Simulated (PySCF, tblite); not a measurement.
# H10NOPSi3, a small molecule taken as a stand-in for a surface group (Si site with back bonds N[SiH3], O, [PH][SiH3]): NMR shifts, core binding energies and electronic excitations

What NMR shifts, core binding energies and electronic excitations should one expect for `O[SiH](N[SiH3])P[SiH3]`?

Computed with tblite 0.8.0 and PySCF 2.14.0; each step states its level. No surroundings beyond the atoms listed, unless a continuum is named. Atoms count from 0, parts from 1.

## 1. The system as given

16 atoms, charge 0, multiplicity 1; geometry: distance geometry start.

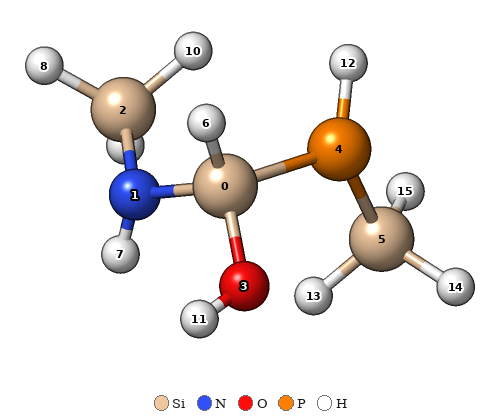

The starting geometry (silicon light orange, nitrogen blue, oxygen red, phosphorus orange, hydrogen white), atoms numbered.

## 2. Geometry optimisation with GFN2-xTB

The job: settings as JSON, then the geometry in Å.

```
{"job": {"kind": "relax", "xc": "GFN2-xTB", "basis": "xTB"}, "charge": 0, "multiplicity": 1}
Si     0.639146     1.382955     0.681916
N     -1.133359     1.346419     0.344598
Si    -1.642035     1.532963    -1.396199
O      0.963630     0.714443     2.278710
P      1.676759     0.186240    -0.800632
Si     1.147439    -1.950799    -0.878513
H      1.090657     2.723922     0.625678
H     -1.685311     0.673095     0.865346
H     -2.425222     2.706039    -1.536016
H     -2.390083     0.397471    -1.813337
H     -0.473945     1.638951    -2.201479
H      0.520500     1.033960     3.106931
H      1.915556     0.773099    -2.021512
H     -0.060865    -2.136719    -0.187397
H      2.206164    -2.712428    -0.238555
H      1.032425    -2.346040    -2.226582
```

Level: GFN2-xTB geometry optimisation, gas phase.

Run with:

```
$ OMP_NUM_THREADS=1 python cluster_run.py task.json out
```

This one command runs all jobs of the session in turn.

The program printed:

```text
step      E/eV     max force
  0    -540.05715    3.178
  1    -540.44560    1.632
  2    -540.66977    1.598
  3    -540.74927    1.445
  4    -540.97391    1.485
  5    -541.06473    1.146
  6    -541.14870    0.840
  7    -541.20721    0.529
  8    -541.23938    0.601
  9    -541.26732    0.428
 10    -541.28443    0.336
 11    -541.29815    0.357
 12    -541.31073    0.283
 13    -541.32022    0.246
 14    -541.32838    0.337
 15    -541.33514    0.344
 16    -541.34087    0.248
 17    -541.34609    0.176
 18    -541.35149    0.187
 19    -541.35618    0.214
 20    -541.35939    0.197
 21    -541.36153    0.119
 22    -541.36335    0.112
 23    -541.36547    0.147
 24    -541.36753    0.132
 25    -541.36879    0.082
 26    -541.36938    0.052
 27    -541.36981    0.052
 28    -541.37022    0.067
 29    -541.37063    0.068
 30    -541.37105    0.054
 31    -541.37161    0.054
 32    -541.37242    0.085
 33    -541.37338    0.094
 34    -541.37412    0.063
 35    -541.37447    0.037
 36    -541.37469    0.038
 37    -541.37497    0.067
 38    -541.37540    0.084
 39    -541.37588    0.068
 40    -541.37624    0.034
 41    -541.37644    0.030
 42    -541.37657    0.034
 43    -541.37671    0.032
 44    -541.37691    0.035
 45    -541.37721    0.040
 46    -541.37757    0.048
 47    -541.37789    0.047
 48    -541.37809    0.027
 49    -541.37822    0.027
 50    -541.37839    0.039
 51    -541.37863    0.064
 52    -541.37887    0.064
 53    -541.37904    0.039
 54    -541.37914    0.026
 55    -541.37926    0.041
 56    -541.37945    0.053
 57    -541.37966    0.055
 58    -541.37980    0.030
 59    -541.37988    0.025
 60    -541.37996    0.027
 61    -541.38011    0.056
 62    -541.38038    0.081
 63    -541.38073    0.077
 64    -541.38100    0.036
 65    -541.38116    0.027
 66    -541.38129    0.046
 67    -541.38157    0.087
 68    -541.38220    0.138
 69    -541.38319    0.192
 70    -541.38456    0.193
 71    -541.38561    0.115
 72    -541.38601    0.069
 73    -541.38619    0.094
 74    -541.38669    0.053
 75    -541.38708    0.042
 76    -541.38793    0.070
 77    -541.38872    0.061
 78    -541.38933    0.049
 79    -541.38964    0.039
 80    -541.38999    0.043
 81    -541.39050    0.055
 82    -541.39131    0.089
 83    -541.39240    0.111
 84    -541.39286    0.147
 85    -541.39328    0.142
 86    -541.39512    0.063
 87    -541.39563    0.053
 88    -541.39636    0.047
 89    -541.39670    0.040
 90    -541.39785    0.062
 91    -541.39843    0.064
 92    -541.39900    0.061
 93    -541.39950    0.048
 94    -541.40001    0.053
 95    -541.40049    0.055
 96    -541.40090    0.043
 97    -541.40130    0.042
 98    -541.40163    0.048
 99    -541.40213    0.052
100    -541.40260    0.057
101    -541.40298    0.048
102    -541.40316    0.024
103    -541.40324    0.025
104    -541.40332    0.026
105    -541.40341    0.033
106    -541.40356    0.035
107    -541.40367    0.028
108    -541.40374    0.016
109    -541.40380    0.019
110    -541.40386    0.021
111    -541.40395    0.025
112    -541.40405    0.025
113    -541.40414    0.024
114    -541.40421    0.022
115    -541.40428    0.026
116    -541.40437    0.026
117    -541.40445    0.023
118    -541.40453    0.019
119    -541.40459    0.021
120    -541.40466    0.027
121    -541.40474    0.024
122    -541.40480    0.023
123    -541.40486    0.020
124    -541.40491    0.023
125    -541.40497    0.025
126    -541.40503    0.020
127    -541.40508    0.013
128    -541.40510    0.013
129    -541.40512    0.011
130    -541.40515    0.011
131    -541.40517    0.009
132    -541.40518    0.011
133    -541.40520    0.012
134    -541.40522    0.013
135    -541.40524    0.013
136    -541.40526    0.013
137    -541.40529    0.013
138    -541.40531    0.011
139    -541.40533    0.011
140    -541.40535    0.011
141    -541.40537    0.012
142    -541.40539    0.012
143    -541.40541    0.016
144    -541.40544    0.020
145    -541.40547    0.017
146    -541.40551    0.018
147    -541.40554    0.020
148    -541.40558    0.028
149    -541.40562    0.032
150    -541.40569    0.030
151    -541.40576    0.027
152    -541.40582    0.016
153    -541.40587    0.016
154    -541.40591    0.016
155    -541.40596    0.019
156    -541.40602    0.021
157    -541.40608    0.024
158    -541.40614    0.024
159    -541.40620    0.023
160    -541.40625    0.020
161    -541.40629    0.015
162    -541.40634    0.020
163    -541.40639    0.027
164    -541.40645    0.028
165    -541.40652    0.023
166    -541.40658    0.019
167    -541.40663    0.016
168    -541.40667    0.019
169    -541.40671    0.017
170    -541.40674    0.014
171    -541.40677    0.012
172    -541.40680    0.015
173    -541.40683    0.018
174    -541.40685    0.015
175    -541.40688    0.014
176    -541.40691    0.014
177    -541.40694    0.012
178    -541.40696    0.017
179    -541.40698    0.017
180    -541.40699    0.012
181    -541.40701    0.010
182    -541.40703    0.015
183    -541.40705    0.019
184    -541.40709    0.021
185    -541.40712    0.020
186    -541.40716    0.015
187    -541.40719    0.010
188    -541.40722    0.015
189    -541.40725    0.017
190    -541.40730    0.029
191    -541.40736    0.027
192    -541.40742    0.026
193    -541.40747    0.026
194    -541.40751    0.026
195    -541.40758    0.034
196    -541.40772    0.047
197    -541.40791    0.049
198    -541.40808    0.040
199    -541.40820    0.034
200    -541.40829    0.029
201    -541.40829    0.029
202    -541.40962    0.041
203    -541.41005    0.076
204    -541.41066    0.040
205    -541.41118    0.085
206    -541.41203    0.043
207    -541.41167    0.333
208    -541.41274    0.048
209    -541.41283    0.099
210    -541.41280    0.231
211    -541.41422    0.153
212    -541.41458    0.151
213    -541.41573    0.189
214    -541.41681    0.088
215    -541.41665    0.360
216    -541.41924    0.136
217    -541.41924    0.309
218    -541.42025    0.193
219    -541.41985    0.456
220    -541.42057    0.245
221    -541.41812    0.562
222    -541.42235    0.157
223    -541.42089    0.157
224    -541.42366    0.044
225    -541.42385    0.074
226    -541.42412    0.044
227    -541.42419    0.043
228    -541.42441    0.018
229    -541.42440    0.031
230    -541.42445    0.018
231    -541.42447    0.011
232    -541.42449    0.012
233    -541.42455    0.015
234    -541.42457    0.011
235    -541.42458    0.010
236    -541.42460    0.008
```

Run time: 7.1 s. Hardware: 1 thread of Arm Neoverse V2, shared host.

The steps of the relaxation:

```tsv
step	energy from step 0 (eV)	largest force (eV/Å)
0	0.0000	3.1782
9	-1.2102	0.4280
18	-1.2943	0.1871
27	-1.3127	0.0526
36	-1.3175	0.0379
45	-1.3201	0.0405
54	-1.3220	0.0261
63	-1.3236	0.0763
72	-1.3289	0.0688
81	-1.3333	0.0546
90	-1.3407	0.0620
99	-1.3450	0.0522
108	-1.3466	0.0158
117	-1.3473	0.0226
126	-1.3479	0.0201
135	-1.3481	0.0127
144	-1.3483	0.0201
153	-1.3487	0.0162
162	-1.3492	0.0201
171	-1.3496	0.0117
180	-1.3498	0.0121
189	-1.3501	0.0171
198	-1.3509	0.0390
207	-1.3545	0.3325
216	-1.3621	0.1360
225	-1.3667	0.0735
234	-1.3674	0.0108
236	-1.3675	0.0081
```

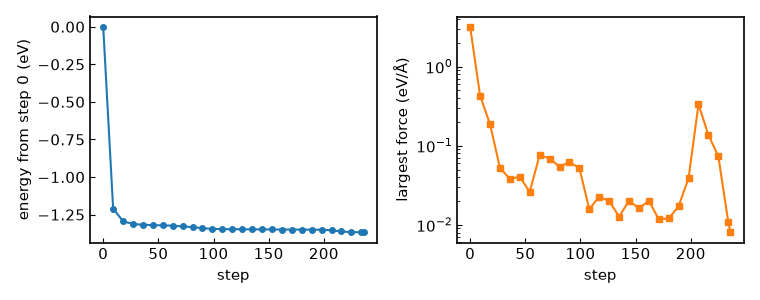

Energy and largest force along the relaxation.

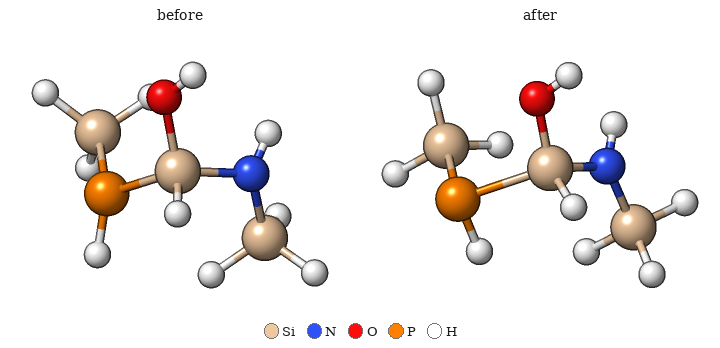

The geometry before (left) and after (right).

Distances of close pairs at the start and the end, largest changes first:

```tsv
bond	before (Å)	after (Å)	change (Å)
Si0–O3	1.761	1.625	-0.136
N1–Si2	1.823	1.730	-0.093
Si0–N1	1.805	1.735	-0.069
Si5–H13	1.404	1.470	+0.066
Si0–P4	2.169	2.229	+0.060
Si5–H15	1.410	1.466	+0.056
Si2–H10	1.423	1.470	+0.047
Si0–H6	1.416	1.461	+0.045
```

## 3. Geometry optimisation at PBE0-D3(BJ)/def2-SVP

The job: settings as JSON, then the geometry in Å.

```
{"job": {"xc": "PBE0", "basis": "def2-SVP", "d3": "d3bj", "grid": 2, "kind": "geom", "shake": 0.01}, "charge": 0, "multiplicity": 1}
Si     0.366632     0.934744     1.025476
N     -1.230578     0.469378     0.465570
Si    -1.958173     0.839112    -1.073863
O      0.665995     0.277425     2.463189
P      2.093280     0.278616    -0.194046
Si     1.595226    -1.858140    -0.493275
H      0.317634     2.417352     1.094845
H     -1.577211    -0.340931     0.918425
H     -1.900537     2.299671    -1.191062
H     -3.301658     0.310866    -0.966258
H     -1.224928     0.209404    -2.171275
H      0.065660     0.464883     3.212122
H      1.539654     0.731431    -1.394278
H      0.187740    -2.129142    -0.862485
H      1.886149    -2.586147     0.753434
H      2.463663    -2.329839    -1.564375
```

The program printed:

```text
step   0  E = -1344.79520251  max force = 0.046124
step   1  E = -1344.80424200  max force = 0.007683
step   2  E = -1344.80474315  max force = 0.000985
step   3  E = -1344.80488113  max force = 0.001495
step   4  E = -1344.80508214  max force = 0.001925
step   5  E = -1344.80545976  max force = 0.002808
step   6  E = -1344.80582012  max force = 0.004591
step   7  E = -1344.80624138  max force = 0.003436
step   8  E = -1344.80674090  max force = 0.003055
step   9  E = -1344.80693756  max force = 0.002511
step  10  E = -1344.80728142  max force = 0.001887
step  11  E = -1344.80744419  max force = 0.001747
step  12  E = -1344.80752224  max force = 0.001206
step  13  E = -1344.80756043  max force = 0.000582
step  14  E = -1344.80757885  max force = 0.000459
step  15  E = -1344.80759256  max force = 0.000326
optimisation converged
```

Wall time 3.8 min (1 thread of Arm Neoverse V2, shared host); peak memory 0.78 GiB.

Along the way:

```tsv
step	energy from step 0 (eV)	largest force component (eV/Å)
0	0.0000	2.3718
1	-0.2460	0.3951
2	-0.2596	0.0507
3	-0.2634	0.0769
4	-0.2688	0.0990
5	-0.2791	0.1444
6	-0.2889	0.2361
7	-0.3004	0.1767
8	-0.3140	0.1571
9	-0.3193	0.1291
10	-0.3287	0.0970
11	-0.3331	0.0898
12	-0.3352	0.0620
13	-0.3363	0.0299
14	-0.3368	0.0236
15	-0.3372	0.0168
```

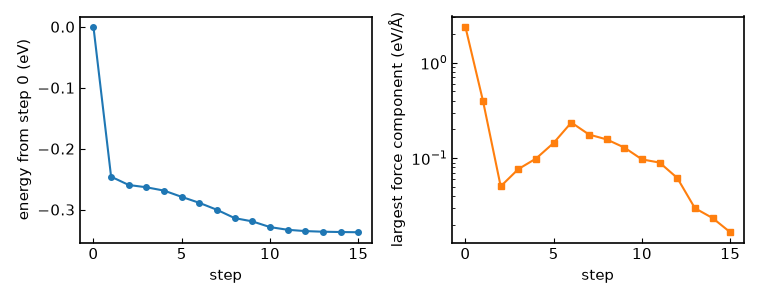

Energy and largest force along the relaxation.

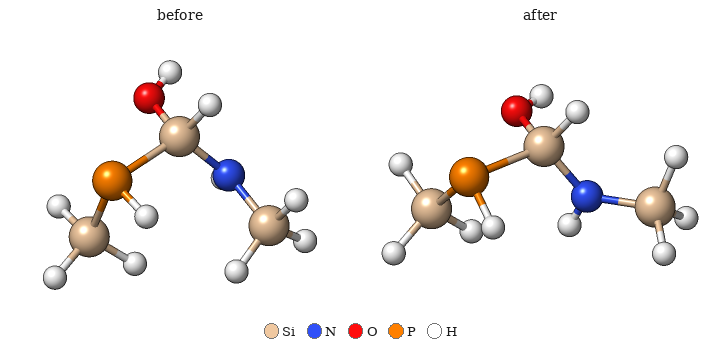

Before and after, at one scale.

Distances of close pairs at the start and the end, largest changes first:

```tsv
bond	before (Å)	after (Å)	change (Å)
Si0–O3	1.609	1.670	+0.061
P4–Si5	2.214	2.264	+0.049
Si2–H9	1.448	1.496	+0.048
Si0–P4	2.213	2.255	+0.041
Si5–H15	1.457	1.495	+0.038
Si2–H10	1.462	1.497	+0.035
P4–H12	1.397	1.430	+0.032
N1–H7	0.991	1.019	+0.028
```

The end geometry stands in the next job.

```tsv
at the end point	value
point group (found at 0.08 Å tolerance)	C1
rotational constants (GHz, main isotopes)	2.415, 0.721, 0.699
dipole moment (D)	2.29
```

## 4. Nuclear shieldings: PBE0/pcSseg-1

The job: settings as JSON, then the geometry in Å.

```
{"job": {"kind": "nmr", "xc": "PBE0", "basis": "pcSseg-1"}, "charge": 0, "multiplicity": 1}
Si     0.315255     0.808907     0.631528
N     -1.075542     0.308308    -0.272842
Si    -2.400375     1.262189    -0.887304
O      0.443583     0.007995     2.091257
P      2.293520     0.279640    -0.311635
Si     2.069517    -1.936922     0.088719
H      0.161674     2.281839     0.805892
H     -1.086023    -0.677026    -0.531411
H     -2.347765     2.593382    -0.216879
H     -3.706508     0.598156    -0.585168
H     -2.335103     1.464033    -2.369068
H     -0.334939     0.024817     2.657156
H      1.761502     0.216745    -1.636999
H      0.658874    -2.433208    -0.020257
H      2.589904    -2.242310     1.449700
H      2.884834    -2.668198    -0.928743
```

Level: GIAO PBE0/pcSseg-1 NMR shielding, non-relativistic, gas phase.

The program printed:

```text
coarse grid: 14848 points
cycle   1  E = -1345.0616031278  dE =  1.921e-01  |g| = 7.826e-01  |ddm| = 3.587e+00
cycle   2  E = -1344.9099397040  dE =  1.517e-01  |g| = 1.182e+00  |ddm| = 1.579e+00
cycle   3  E = -1345.1736501835  dE = -2.637e-01  |g| = 9.034e-02  |ddm| = 1.103e+00
cycle   4  E = -1345.1750385370  dE = -1.388e-03  |g| = 4.496e-02  |ddm| = 1.307e-01
cycle   5  E = -1345.1754536133  dE = -4.151e-04  |g| = 1.138e-02  |ddm| = 4.522e-02
cycle   6  E = -1345.1754789595  dE = -2.535e-05  |g| = 4.126e-03  |ddm| = 1.505e-02
cycle   7  E = -1345.1754834467  dE = -4.487e-06  |g| = 4.309e-04  |ddm| = 5.825e-03
final grid: 123624 points
cycle   8  E = -1345.2152125592  dE = -1.500e-05  |g| = 7.088e-03  |ddm| = 1.899e-02
cycle   9  E = -1345.2151970868  dE =  1.547e-05  |g| = 1.132e-02  |ddm| = 1.329e-02
cycle  10  E = -1345.2152219104  dE = -2.482e-05  |g| = 4.616e-04  |ddm| = 8.422e-03
cycle  11  E = -1345.2152219483  dE = -3.788e-08  |g| = 1.327e-04  |ddm| = 6.471e-04
cycle  12  E = -1345.2152219531  dE = -4.758e-09  |g| = 2.987e-05  |ddm| = 2.378e-04
cycle  13  E = -1345.2152219534  dE = -3.070e-10  |g| = 6.011e-06  |ddm| = 5.981e-05
converged SCF energy = -1345.2152219534

GIAO shielding tensors (ppm)
atom      isotropic    diamagn.    paramagn.     s11        s22        s33       span
  0 Si     351.557     880.738    -529.180    324.963    358.196    371.513     46.550
  1 N      226.053     330.131    -104.078    179.534    239.616    259.010     79.476
  2 Si     406.115     878.684    -472.569    364.939    382.388    471.018    106.079
  3 O      264.091     391.695    -127.604    229.947    266.687    295.638     65.691
  4 P      606.253     969.792    -363.539    521.353    585.876    711.530    190.177
  5 Si     428.166     879.470    -451.304    405.959    421.185    457.354     51.395
  6 H       25.932      30.235      -4.303     22.447     24.198     31.151      8.704
  7 H       30.479      35.794      -5.315     21.822     30.334     39.280     17.459
  8 H       26.647      28.509      -1.862     23.470     25.571     30.901      7.431
  9 H       26.553      27.755      -1.202     22.766     24.654     32.237      9.471
 10 H       26.682      28.036      -1.354     22.617     25.050     32.379      9.762
 11 H       29.886      32.197      -2.311     22.172     24.663     42.823     20.651
 12 H       30.523      32.082      -1.560     25.559     27.641     38.369     12.810
 13 H       27.061      30.173      -3.113     22.677     27.216     31.289      8.612
 14 H       27.031      28.457      -1.426     23.617     24.764     32.713      9.095
 15 H       27.108      28.191      -1.083     23.626     24.406     33.293      9.668
```

Run time: 24 s. Hardware: 1 thread of Arm Neoverse V2, shared host; peak memory 0.95 GiB.

Shifts follow as δ = σ(reference) − σ, with reference shieldings (ppm) from runs at the same level and on the same kind of geometry: 1H TMS 31.27, 29Si TMS 352.0, 15N NH3 265.7, 17O H2O 334.6, 31P H3PO4 310.1. The references are single molecules in the gas phase, so shifts against H2O, NH3, PH3, H3PO4 or CFCl3 are not on the usual liquid scales and can be off by tens of ppm.

```tsv
atoms	environment	σ (ppm)	δ (ppm)
H6	hydrogen on a silicon bonded to N, O, P	25.93	5.34
H9	hydrogen on a silicon bonded to N	26.55	4.71
H8	hydrogen on a silicon bonded to N	26.65	4.62
H10	hydrogen on a silicon bonded to N	26.68	4.59
H14	hydrogen on a silicon bonded to P	27.03	4.24
H13	hydrogen on a silicon bonded to P	27.06	4.21
H15	hydrogen on a silicon bonded to P	27.11	4.16
H11	hydrogen on an oxygen bonded to Si	29.89	1.38
H7	hydrogen on a nitrogen bonded to 2 Si	30.48	0.79
H12	hydrogen on a phosphorus bonded to 2 Si	30.52	0.74
Si0	silicon bonded to N, O, P, H	351.6	0.4
Si2	silicon bonded to N, 3 H	406.1	-54.1
Si5	silicon bonded to P, 3 H	428.2	-76.2
N1	nitrogen bonded to 2 Si, H	226.1	39.6
O3	oxygen bonded to Si, H	264.1	70.5
P4	phosphorus bonded to 2 Si, H	606.3	-296.1
```

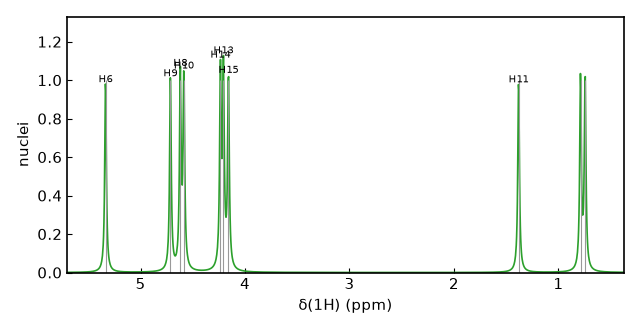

1H lines at the computed shifts, without couplings. Lines are broadened to a width of 0.02 ppm (Lorentzian).

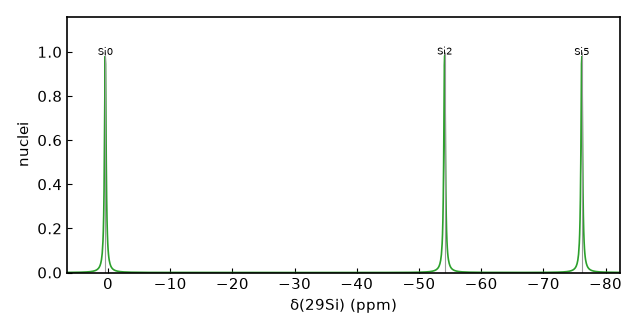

29Si lines at the computed shifts, without couplings. Lines are broadened to a width of 0.31 ppm (Lorentzian).

Charges from the same density, by scheme (e):

```tsv
atoms	Mulliken	IAO	Hirshfeld	ESP fit
Si0	0.86	1.03	0.38	0.85
N1	-0.85	-0.93	-0.33	-0.87
Si2	0.61	0.73	0.35	0.56
O3	-0.57	-0.78	-0.30	-0.68
P4	-0.39	-0.24	-0.08	-0.42
Si5	0.33	0.41	0.24	0.40
```

Mulliken charges:

Si0 0.86; N1 -0.85; Si2 0.61; O3 -0.57; P4 -0.39; Si5 0.33; H6 -0.08; H7 0.24; H8 -0.10; H9 -0.10; H10 -0.10; H11 0.25; H12 0.07; H13 -0.10; H14 -0.03; H15 -0.06

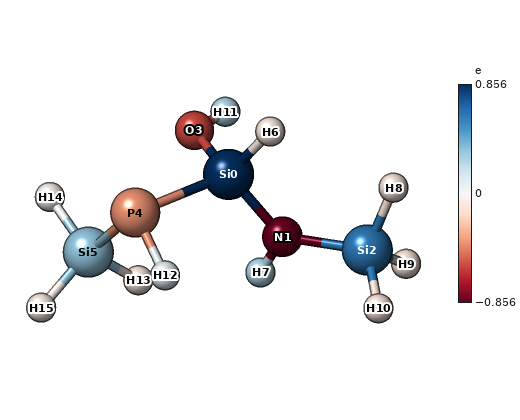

Mulliken charges, as colours on the atoms.

Mayer bond orders: Si0–N1 0.97, N1–Si2 0.95, Si0–O3 1.00, Si0–P4 0.95, P4–Si5 0.93.

(Part 1 of 2 ends here.)
